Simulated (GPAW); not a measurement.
# RbCaH3 (Pm-3m): G0W0 with GPAW, start to end

Aim: the G0W0 gap of RbCaH3 (Pm-3m) on LDA, step by step.

Calculated with GPAW 26.7.0; LDA and many-body steps on it, plane waves.

## Step 1: The structure

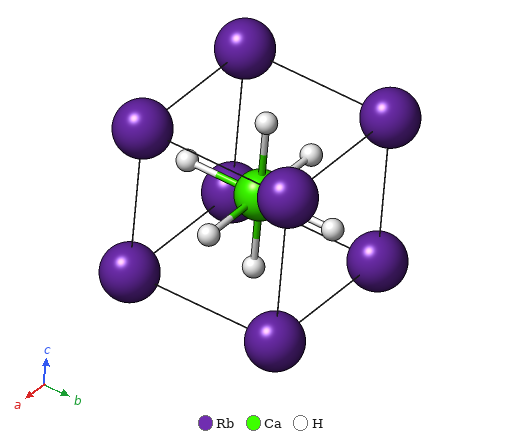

Start, viewed from a free direction; rubidium purple, calcium green, hydrogen white. Some periodic images of atoms are drawn too.

The cell and positions come from the Crystallography Open Database and are kept as given unless a step says otherwise.

## Step 2: Ground state

This step: GPAW 26.7.0; DFT, LDA, plane waves, PAW.

The ground-state density comes first.

The input, run.py:

```python
import json
import numpy as np
from gpaw.mpi import world
from ase import Atoms
from gpaw import GPAW, PW, FermiDirac

atoms = Atoms(['Rb', 'Ca', 'H', 'H', 'H'],
    cell=[[4.5470000000, 0.0000000000, 0.0000000000],
      [0.0000000000, 4.5470000000, 0.0000000000],
      [0.0000000000, 0.0000000000, 4.5470000000]],
    scaled_positions=[[0.0000000000, 0.0000000000, 0.0000000000],
      [0.5000000000, 0.5000000000, 0.5000000000],
      [0.0000000000, 0.5000000000, 0.5000000000],
      [0.5000000000, 0.0000000000, 0.5000000000],
      [0.5000000000, 0.5000000000, 0.0000000000]],
    pbc=(True, True, True))
calc = GPAW(mode=PW(600),
    xc='LDA',
    kpts={'size': (6, 6, 6), 'gamma': True},
    occupations=FermiDirac(0.001),
    nbands=-8,
    convergence={'density': 1e-6, 'bands': -3},
    maxiter=100,
    txt='gs.txt')
atoms.calc = calc
res = {'energy': atoms.get_potential_energy()}
kpts = calc.get_ibz_k_points()
res['kpts'] = kpts
res['eigenvalues'] = [calc.get_eigenvalues(kpt=k) for k in range(len(kpts))]
res['n_electrons'] = calc.get_number_of_electrons()
calc.write('gs.gpw')

if world.rank == 0:
    with open('result.json', 'w') as f:
        json.dump(res, f, default=lambda x: x.tolist())
```

The run is started by

```bash
$ mpirun -n 4 gpaw python run.py
```

Numbers of over 12 decimals in the logs are rounded to 6 here.

Log:

```text
__  _  _
 | _ |_)|_||  |
 |__||  | ||/\| - 26.7.0

Input parameters:
  mode=PW(ecut=600.0),
  convergence={'density': 1e-06, 'bands': -3},
  kpts=MonkhorstPack(size=(6, 6, 6), gamma=True),
  maxiter=100,
  nbands=-8,
  occupations=Occupations(name='fermi-dirac', width=0.001, fixmagmom=False),
  xc=XC(name='LDA')
  [... matrices ...]
Diagonalizing LCAO Hamiltonian
Converting LCAO to pw mode
    .----------.
   /|          |
  / |          |
 *  |          |
 |  |          |
 | H|   Ca     |
 |  .--H-------.
 | /    H     /
 |/          /
 Rb---------*

Atoms  # Å, Bohr magnetons
|   | symbol |        x |        y |        z |    initial magnetic moments |
| 0 |     Rb | 0.000000 | 0.000000 | 0.000000 | ( 0.0000,  0.0000,  0.0000) |
| 1 |     Ca | 2.273500 | 2.273500 | 2.273500 | ( 0.0000,  0.0000,  0.0000) |
| 2 |      H | 0.000000 | 2.273500 | 2.273500 | ( 0.0000,  0.0000,  0.0000) |
| 3 |      H | 2.273500 | 0.000000 | 2.273500 | ( 0.0000,  0.0000,  0.0000) |
| 4 |      H | 2.273500 | 2.273500 | 0.000000 | ( 0.0000,  0.0000,  0.0000) |

Unit cell  # Å
| periodic |        x |        y |        z |  lengths |    angles |
|      yes | 4.547000 | 0.000000 | 0.000000 | 4.547000 | 90.000000 |
|      yes | 0.000000 | 4.547000 | 0.000000 | 4.547000 | 90.000000 |
|      yes | 0.000000 | 0.000000 | 4.547000 | 4.547000 | 90.000000 |

Number of symmetries: 48
Symmetry operations  # r_c * U_cc + t_c -> r_c
|    | kind |            matrix            |
|  0 |  E   |  1, 0, 0,  0, 1, 0,  0, 0, 1 |
|  1 |  σ   |  1, 0, 0,  0, 1, 0,  0, 0,-1 |
|  2 |  σ   |  1, 0, 0,  0, 0, 1,  0, 1, 0 |
|  3 |  C4  |  1, 0, 0,  0, 0, 1,  0,-1, 0 |
|  4 |  C4  |  1, 0, 0,  0, 0,-1,  0, 1, 0 |
|  5 |  σ   |  1, 0, 0,  0, 0,-1,  0,-1, 0 |
|  6 |  σ   |  1, 0, 0,  0,-1, 0,  0, 0, 1 |
|  7 |  C2  |  1, 0, 0,  0,-1, 0,  0, 0,-1 |
|  8 |  σ   |  0, 1, 0,  1, 0, 0,  0, 0, 1 |
|  9 |  C2  |  0, 1, 0,  1, 0, 0,  0, 0,-1 |
| 10 |  C3  |  0, 1, 0,  0, 0, 1,  1, 0, 0 |
| 11 |  S6  |  0, 1, 0,  0, 0, 1, -1, 0, 0 |
| 12 |  S6  |  0, 1, 0,  0, 0,-1,  1, 0, 0 |
| 13 |  C3  |  0, 1, 0,  0, 0,-1, -1, 0, 0 |
| 14 |  C4  |  0, 1, 0, -1, 0, 0,  0, 0, 1 |
| 15 |  S4  |  0, 1, 0, -1, 0, 0,  0, 0,-1 |
| 16 |  C3  |  0, 0, 1,  1, 0, 0,  0, 1, 0 |
| 17 |  S6  |  0, 0, 1,  1, 0, 0,  0,-1, 0 |
| 18 |  σ   |  0, 0, 1,  0, 1, 0,  1, 0, 0 |
| 19 |  C4  |  0, 0, 1,  0, 1, 0, -1, 0, 0 |
| 20 |  C2  |  0, 0, 1,  0,-1, 0,  1, 0, 0 |
| 21 |  S4  |  0, 0, 1,  0,-1, 0, -1, 0, 0 |
| 22 |  S6  |  0, 0, 1, -1, 0, 0,  0, 1, 0 |
| 23 |  C3  |  0, 0, 1, -1, 0, 0,  0,-1, 0 |
| 24 |  S6  |  0, 0,-1,  1, 0, 0,  0, 1, 0 |
| 25 |  C3  |  0, 0,-1,  1, 0, 0,  0,-1, 0 |
| 26 |  C4  |  0, 0,-1,  0, 1, 0,  1, 0, 0 |
| 27 |  σ   |  0, 0,-1,  0, 1, 0, -1, 0, 0 |
| 28 |  S4  |  0, 0,-1,  0,-1, 0,  1, 0, 0 |
| 29 |  C2  |  0, 0,-1,  0,-1, 0, -1, 0, 0 |
| 30 |  C3  |  0, 0,-1, -1, 0, 0,  0, 1, 0 |
| 31 |  S6  |  0, 0,-1, -1, 0, 0,  0,-1, 0 |
| 32 |  C4  |  0,-1, 0,  1, 0, 0,  0, 0, 1 |
| 33 |  S4  |  0,-1, 0,  1, 0, 0,  0, 0,-1 |
| 34 |  S6  |  0,-1, 0,  0, 0, 1,  1, 0, 0 |
| 35 |  C3  |  0,-1, 0,  0, 0, 1, -1, 0, 0 |
| 36 |  C3  |  0,-1, 0,  0, 0,-1,  1, 0, 0 |
| 37 |  S6  |  0,-1, 0,  0, 0,-1, -1, 0, 0 |
| 38 |  σ   |  0,-1, 0, -1, 0, 0,  0, 0, 1 |
| 39 |  C2  |  0,-1, 0, -1, 0, 0,  0, 0,-1 |
| 40 |  σ   | -1, 0, 0,  0, 1, 0,  0, 0, 1 |
| 41 |  C2  | -1, 0, 0,  0, 1, 0,  0, 0,-1 |
| 42 |  C2  | -1, 0, 0,  0, 0, 1,  0, 1, 0 |
| 43 |  S4  | -1, 0, 0,  0, 0, 1,  0,-1, 0 |
| 44 |  S4  | -1, 0, 0,  0, 0,-1,  0, 1, 0 |
| 45 |  C2  | -1, 0, 0,  0, 0,-1,  0,-1, 0 |
| 46 |  C2  | -1, 0, 0,  0,-1, 0,  0, 0, 1 |
| 47 |  i   | -1, 0, 0,  0,-1, 0,  0, 0,-1 |

BZ-sampling:
  Number of BZ points: 216
  Number of IBZ points: 20

  Monkhorst-Pack size: [6, 6, 6]
  Monkhorst-Pack shift: [0.083333, 0.083333, 0.083333]

K-points  # in reciprocal-cell coordinates
|     |                                coordinates |     weight |
|   0 | (  0.00000000,   0.00000000,   0.00000000) | 0.00462963 |
|   1 | (  0.16666667,   0.00000000,   0.00000000) | 0.02777778 |
|   2 | (  0.16666667,   0.16666667,   0.00000000) | 0.05555556 |
|   3 | (  0.16666667,   0.16666667,   0.16666667) | 0.03703704 |
|   4 | (  0.33333333,   0.00000000,   0.00000000) | 0.02777778 |
|   5 | (  0.33333333,   0.16666667,   0.00000000) | 0.11111111 |
|   6 | (  0.33333333,   0.16666667,   0.16666667) | 0.11111111 |
|   7 | (  0.33333333,   0.33333333,   0.00000000) | 0.05555556 |
|   8 | (  0.33333333,   0.33333333,   0.16666667) | 0.11111111 |
|   9 | (  0.33333333,   0.33333333,   0.33333333) | 0.03703704 |
| ... |                                            |            |
|  19 | (  0.50000000,   0.50000000,   0.50000000) | 0.00462963 |

Plane wave coefficients: 3178
Cutoff: 600.0 eV

Spin-components: 1 (collinear spins)
Bands:           19
Projectors:      19
Spin-degeneracy: 2
Datatype:        complex128

  Storage: CPU
  Wave functions: 18_963_520 bytes (4_740_880 per core)
  Projectors: 26_948_160 bytes (6_737_040 per core)
  [... matrices ...]
Parallelization:
  kpt:    4
  domain: 1
  band:   1

Density:
  Valence electrons: 22.0
  Components: 1
  Grid points: [27 27 27]
  Charge: 0.0  # |e|

Potential:
  Grid points: [27 27 27]

species:
  Rb:
    name:    Rubidium
    Z:       37.0
    valence: 9
    core:    28
    charge:  0.0  # [|e|]
    compensation charges:
      type: gauss
      rc: 0.38  # [Å]
      lmax: 2
    cutoffs:
      filter: 2.43  # [Å]
      core: 1.99  # [Å]
    projectors
    | kind |    occ | energy [eV] | rcut [Å] |
    |   4s |  2.000 |     -31.956 |    1.376 |
    |   5s |  1.000 |      -2.362 |    1.376 |
    |   4p |  6.000 |     -16.035 |    1.270 |
    |    p |        |      11.177 |    1.270 |
    |    d |        |       0.000 |    1.217 |

    Using partial waves for Rb as LCAO basis

  Ca:
    name:    Calcium
    Z:       20.0
    valence: 10
    core:    10
    charge:  0.0  # [|e|]
    compensation charges:
      type: gauss
      rc: 0.37  # [Å]
      lmax: 2
    cutoffs:
      filter: 2.10  # [Å]
      core: 1.17  # [Å]
    projectors
    | kind |    occ | energy [eV] | rcut [Å] |
    |   3s |  2.000 |     -46.826 |    1.175 |
    |   4s |  2.000 |      -3.864 |    1.175 |
    |   3p |  6.000 |     -27.986 |    1.154 |
    |    p |        |      -0.774 |    1.154 |
    |    d |        |       0.000 |    0.937 |

    Using partial waves for Ca as LCAO basis

  H:
    name:    Hydrogen
    Z:       1.0
    valence: 1
    core:    0
    charge:  0.0  # [|e|]
    compensation charges:
      type: gauss
      rc: 0.15  # [Å]
      lmax: 2
    cutoffs:
      filter: 0.85  # [Å]
      core: 0.53  # [Å]
    projectors
    | kind |    occ | energy [eV] | rcut [Å] |
    |   1s |  1.000 |      -6.353 |    0.476 |
    |    s |        |      20.858 |    0.476 |
    |    p |        |       0.000 |    0.476 |

    Using partial waves for H as LCAO basis

Reference energy: -99509.556440  # eV

eigensolver:
  PPCG
  Converge bands: -3
  niter=2

density mixing:
  MSR1-Mixer
  Pratt-step length: 0.05
  Maximum mixing coefficient: 0.75
  Old densities: 10
  SVD Regularization: 0.005
  Good broyden scale: 1.0
  Trust region scale: 1.0
  Backstep threshold: 4.0
  History deletion threshold: 6.0
  Fourier metric: weight=20.0, sigma=0.015

occupation numbers:
  Fermi-Dirac:
    width: 0.0010  # eV

poisson solver:
  ecut: 4800.0  # eV

xc functional:
  name: None

Initialization done in: 1.260 s

convergence criteria:
- Maximum integral of absolute [dens]ity change: 1e-06 electrons / valence electron
- Maximum [total energy] change in last 3 cyles: 0.0005 eV / valence electron
- Maximum integral of absolute [eigenst]ate change: 4e-08 eV^2 / valence electron
maximum number of iterations: 100

SCF iterations
|iter     |     time |      energy | eigst |  dens |
|iter:   1|  |  -17.526982 | +1.72 |       |
|iter:   2|  |  -17.309195 | +0.66 | -0.93 |
|iter:   3|  |  -15.913422 | -0.13 | -0.96 |
|iter:   4|  |  -15.902278 | -0.71 | -1.71 |
|iter:   5|  |  -15.903968 | -0.88 | -2.08 |
|iter:   6|  |  -15.904394c| -1.22 | -2.44 |
|iter:   7|  |  -15.904394c| -2.11 | -3.81 |
|iter:   8|  |  -15.904394c| -3.01 | -4.27 |
|iter:   9|  |  -15.904394c| -3.90 | -5.37 |
|iter:  10|  |  -15.904394c| -4.93 | -6.06c|
|iter:  11|  |  -15.904394c| -5.78 | -6.86c|
|iter:  12|  |  -15.904394c| -6.72 | -7.43c|
|iter:  13|  |  -15.904394c| -7.36 | -8.68c|
|iter:  14|  |  -15.904394c| -7.97c| -9.16c|

Converged in 14 steps
SCF loop duration: 8.005 s (0.572 s/step)
Energy contributions relative to reference atoms: (reference = -99509.556440)
  [... matrices ...]
Energy contributions:
  Kinetic:           9.825453
  Coulomb:          -8.896255
  Zero:             -0.618504
  External:          0.000000
  Xc:              -16.215087
  Entropy:          -0.000000
  Spinorbit:         0.000000
  ----------------------------
  Free energy:     -15.904394
  Extrapolated:    -15.904394

dipole moment: (-19.541142, -19.541142, -19.541142)  # |e|*Ang

Fermi level: 1.867
Eigenvalues  # (at kpt = [0.000, 0.000, 0.000])
| band index |      eig [eV] | occ [0-2] |
|          0 |       -37.874 |     2.000 |
|        ... |               |           |
|          3 |       -19.164 |     2.000 |
|          4 |       -19.164 |     2.000 |
|          5 |        -8.993 |     2.000 |
|          6 |        -8.993 |     2.000 |
|          7 |        -8.993 |     2.000 |
|          8 |        -2.485 |     2.000 |
|          9 |        -0.024 |     2.000 |
|         10 |        -0.024 |     2.000 |
|         11 |         6.217 |     0.000 |
|         12 |         6.217 |     0.000 |
|         13 |         6.217 |     0.000 |
|         14 |         7.535 |     0.000 |
|         15 |         7.535 |     0.000 |
|         16 |         7.535 |     0.000 |
|         17 |         7.611 |     0.000 |
|         18 |         7.611 |     0.000 |

Gap: 2.949 eV
Transition (v -> c):
  (s=0, k=16, n=10, [0.50, 0.50, 0.00]) -> (s=0, k=16, n=11, [0.50, 0.50, 0.00])
No difference between direct/indirect transitions
# Writing to gs.gpw (mode='')
  [... matrices ...]
```

Wall time 11 s (4 MPI ranks of Arm Neoverse V1, shared host); peak memory 0.7 GiB; 44 s of CPU time.

This step gave:

```
total energy               : -15.90 eV
gap                        : 2.949 eV
k of the valence top       : 0.5, 0.5, 0
k of the conduction bottom : 0.5, 0.5, 0
least direct gap           : 2.949 eV
```

The gap is direct, at (0.500, 0.500, 0.000).

## Step 3: Empty states on the mesh, 4×4×4 mesh, 326 bands

The sums over transitions need many empty states on a uniform mesh; this step solves for them.

The input, run.py:

```python
import json
import numpy as np
from gpaw.mpi import world
from gpaw import GPAW

calc = GPAW('gs.gpw').fixed_density(kpts={'size': (4, 4, 4), 'gamma': True},
    parallel={'domain': 1, 'band': 1},
    txt='nscf.txt')
calc.diagonalize_full_hamiltonian(nbands=326)
calc.write('full.gpw', mode='all')
res = {}
kpts = calc.get_ibz_k_points()
res['kpts'] = kpts
res['eigenvalues'] = [calc.get_eigenvalues(kpt=k) for k in range(len(kpts))]
res['n_electrons'] = calc.get_number_of_electrons()

if world.rank == 0:
    with open('result.json', 'w') as f:
        json.dump(res, f, default=lambda x: x.tolist())
```

The run is started by

```bash
$ mpirun -n 4 gpaw python run.py
```

Log:

```text
Diagonalizing LCAO Hamiltonian
Converting LCAO to pw mode
convergence criteria:
- Maximum integral of absolute [eigenst]ate change: 4e-08 eV^2 / valence electron
maximum number of iterations: 100

SCF iterations
|iter     |     time |      energy | eigst |  dens |
|iter:   1|  |             | +1.62 |       |
|iter:   2|  |             | +0.43 |       |
|iter:   3|  |             | -0.30 |       |
[...]
|iter:  17|  |             | -7.10 |       |
|iter:  18|  |             | -7.35 |       |
|iter:  19|  |             | -7.66c|       |
SCF steps: 19
  __  _  _
 | _ |_)|_||  |
 |__||  | ||/\| - 26.7.0

Input parameters:
  mode=PW(ecut=600.0),
  convergence={'density': 1e-06, 'bands': -3},
  gpts=array([27, 27, 27]),
  kpts=MonkhorstPack(size=(4, 4, 4), gamma=True),
  maxiter=100,
  nbands=19,
  occupations=Occupations(name='fermi-dirac', width=0.001, fixmagmom=False),
  parallel={'domain': 1, 'band': 1},
  xc=XC(name='LDA')
Matrix size: 3119x3119
# Writing to full.gpw (mode='all')
  [... matrices ...]

timing:  # [seconds]
  Total: 84.745  # ━━━━━━━━━━━━━━━━━━━━━━━━━━━━━━━━━━━━━━━━━━━━━━━━━━━━━━━━━━
```

Run time: 93 s. Hardware: 4 MPI ranks; peak memory 3.8 GiB; 6.2 min of CPU time.

Numbers from this step:

```
gap                                                           : 2.949 eV
k of the valence top                                          : 0.5, 0.5, 0
k of the conduction bottom                                    : 0.5, 0.5, 0
least direct gap                                              : 2.949 eV
k points computed                                             : 10
lowest point of the top converged band, above the valence top : 124.2785 eV
```

On this mesh the gap is 2.949 eV.

[end of part 1 of 2]

[Paths, hosts, dates, memory and timing lines, banners, echoed tables and standing remarks are left out of the program output.]

[Logs are printed without paths, hosts, clocks, repeated set-up lines and the standing remarks that a program may print on its own settings, such as how far it seeks lower states.]

[Runs of the session that timed out or met a known fault of the program may be left out.]

[Hosts, paths, dates, database ids (printed as entryN), source tags and the programs' standing remarks are cut or masked in the printed files.]
